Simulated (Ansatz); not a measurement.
The reference is GaN in the zinc blende structure (space group F-43m, No. 216; a = 4.455 Å). Axes: x, y, z lie along the cube axes.

The change: tensile biaxial strain of 0.42 % in the plane normal to [111], as in epitaxy on a mismatched substrate; the out-of-plane cell vector and the atoms relax.

Computed with Kohn–Sham DFT with the LDA functional, run in Ansatz (an electronic-structure program) with PAW and 420 eV plane waves, without spin-orbit coupling.

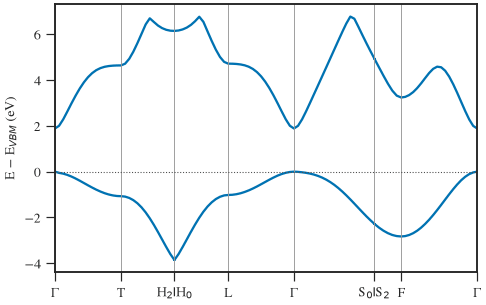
*Highest valence and lowest conduction band along the path of the changed cell's own zone*

The gap is 1.88 eV, direct at Γ; the base has 1.96 eV.

Stability against distortions was not tested. This is not the structure that GaN has at room temperature and ambient pressure. Labels are those of the standard path for the cell's own space group.
